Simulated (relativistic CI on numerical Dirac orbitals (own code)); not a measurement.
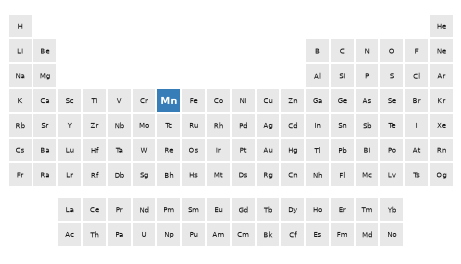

Figure 1. The place of manganese in the periodic table.

**Mn⁺: relativistic CI calculation**

System: Mn⁺.
Method: Dirac-Coulomb-Breit CI, KLI orbitals optimised for each configuration, model QED (radiative potential, 1s self-energy scaled to tabulated hydrogen-like ionisation energies), numerical settings as typed (relativistic CI on numerical Dirac orbitals, in-house).

## What the run reported

- outcome: refused by the program
- hardware: 1 CPU thread, shared host

## Diagnosis

The input is odd on purpose: charge. The program refused the input; the driver noted: configuration [Ar] 3d5 4s has 24 electrons, the ion has 22.

## Input file
```
atom Mn  Z=25  charge=3  electrons=22
nucleus A=55  rms_radius_fm=3.7057
hamiltonian dirac-coulomb  breit=on  qed=on  c_scale=1
orbitals kli  potential=per-configuration
slater_scale 1
correlation none
mixing on
grid step=0.0125 r_max=74.5
scf mixing=0.4 start=green max_iterations=90 tolerance=2e-08 node_fill=0.05
configurations
  [Ar] 3d5 4s
  [Ar] 3d6
end
```

Launched within a batch (the task file carries these settings):
```bash
python <driver script> task.json out
```

The program writes its results to a structured record and prints no log; tables and figures of this report are taken from that record.
